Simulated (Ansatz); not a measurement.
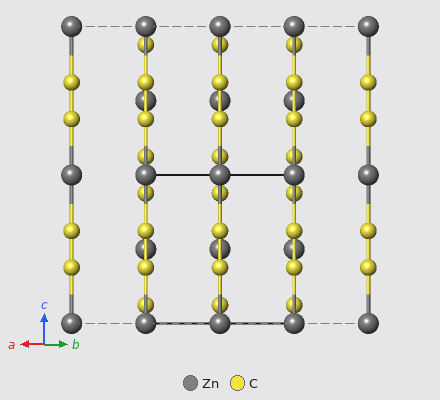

The structure, seen along [110]; the drawing may span several cells.

Given this structure, the end point of a relaxation (final pressure about 12 GPa) with DFT LDA, scalar-relativistic, plane waves, PAW in Ansatz; the starting structure was generated, so it need not be a known form of this composition, written in its standard cell:

```yaml
crystal:
  lattice:
    - [3.54071, 0.00000, 0.00000]
    - [0.00000, 3.54071, 0.00000]
    - [0.00000, 0.00000, 5.01138]
  atoms:
    - { symbol: Zn, position: [0.00000, 0.00000, 0.00000] }
    - { symbol: C, position: [0.50000, 0.50000, 0.12343] }
    - { symbol: C, position: [0.00000, 0.00000, 0.37657] }
    - { symbol: Zn, position: [0.50000, 0.50000, 0.50000] }
    - { symbol: C, position: [0.00000, 0.00000, 0.62343] }
    - { symbol: C, position: [0.50000, 0.50000, 0.87657] }
```

Predict the [110] zone-axis pattern (200 kV, kinematic, B = 1 Å²).

Answer. The spots form a rectangular net (close to square) whose two shortest vectors correspond to d = 2.51 Å and 2.50 Å, 90.0° apart. They are 0 0 2 and 1 -1 0. The pattern has symmetry 2mm. The lattice centring (I) removes all reflections that break h + k + l = 2n.

Strongest reflections with d > 0.80 Å, one of each family (|F|² from tabulated Gaussian fits of the electron scattering factors, times a small damping for the curvature of the Ewald sphere):

```
   hkl  d (Å)  I (strongest = 100)
1 -1 0  2.504                  100
 0 0 2  2.506                   30
2 -2 0  1.252                   19
1 -1 2  1.771                   16
2 -2 2  1.120                    5
3 -3 0  0.835                    4
```

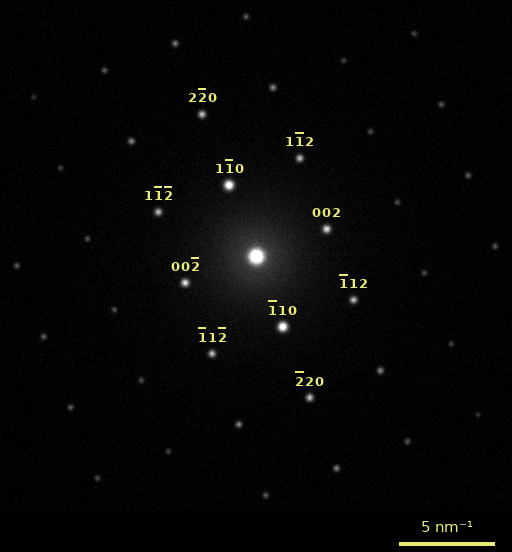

Calculated pattern, seen from the source side with [110] pointing towards the source.
